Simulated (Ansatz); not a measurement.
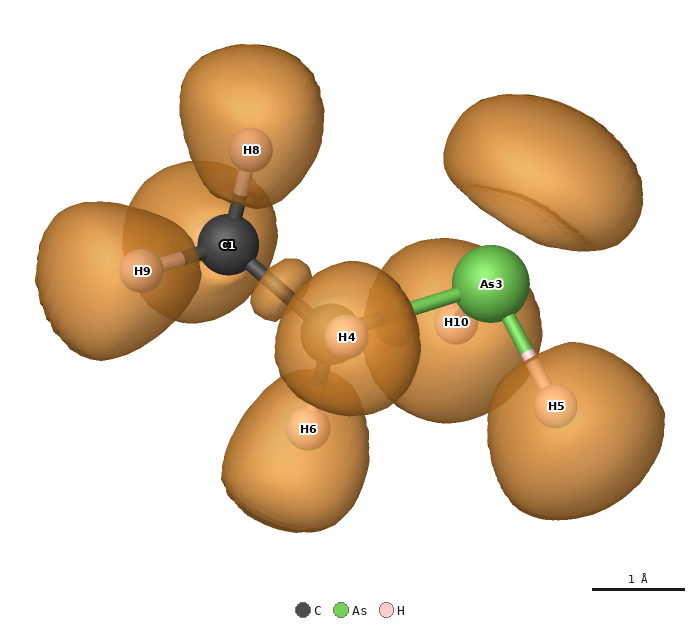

Figure. C2H7As (SMILES CC[AsH2]). Isosurface of the electron localisation function at 0.85 (orange), seen at an oblique angle. Core shells and regions of very low density are left out.

Geometry: r2SCAN-D4/def2-SVP.

These are results of isolated molecule in a Gaussian basis; Kohn-Sham density functional theory, functional PBE0 in Ansatz, not measurements.

```xyz
10

C     0.1664   -0.0031   -1.6490
C    -0.3946   -0.0799   -0.2350
As    1.0217   -0.5232    1.0948
H    -0.8075    0.8947    0.0751
H     0.0555   -0.8532    2.2291
H    -1.2100   -0.8160   -0.1666
H     0.5665   -0.9757   -1.9794
H     0.9837    0.7327   -1.7236
H    -0.6132    0.2937   -2.3699
H     1.1234   -1.9935    0.6941
```

### Identify the bonds, lone pairs and shells in this picture.

The ELF exceeds this value in one region between bonded As–C atoms (shared pairs), one region between bonded C–C atoms (shared pairs), seven regions around hydrogen nuclei and one lobe on As, pointing away from the bonds (lone pairs). Along the contacts the grid gives the following. C–C (1.52 Å): the ELF peaks at about 0.95 between the atoms (localised, covalent bonding). C–As (1.99 Å): the ELF peaks at about 0.90 between the atoms: a shared electron pair.
